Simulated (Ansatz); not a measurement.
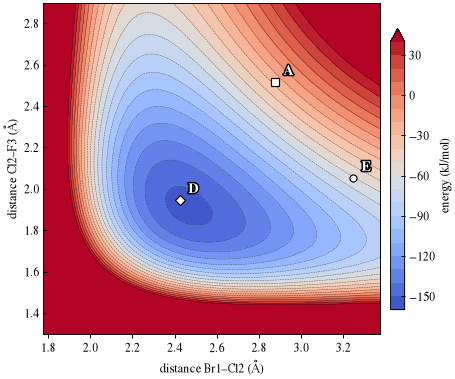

The system Br⁻ + ClF. The first coordinate is: distance Br1–Cl2; the second: distance Cl2–F3. Nothing is relaxed (the angle Br1–Cl2–F3 is fixed at 180 degrees). The grid has 17 × 17 points. All energies are given in kJ/mol relative to Br with charge -1 far from the relaxed ClF (each part in its own basis). The reference is spin-restricted, so regions where a bond is pulled apart into radicals lie too high. Method: RKS PBE0-D4/def2-SVPD (Ansatz 0.2.0).

In the figure: filled contours, one colour for all values above the top of the scale, lettered points. Between grid points the surface is interpolated.

### What kind of point is each of A, D, E: minimum, saddle, maximum or slope?

A: on a slope; D: minimum; E: on a slope. (In these two coordinates alone; a stationary point may lie a little off the grid point.)

### Rank the lettered points by energy, lowest first.

D (−153 kJ/mol), E (−61 kJ/mol), A (−27 kJ/mol).
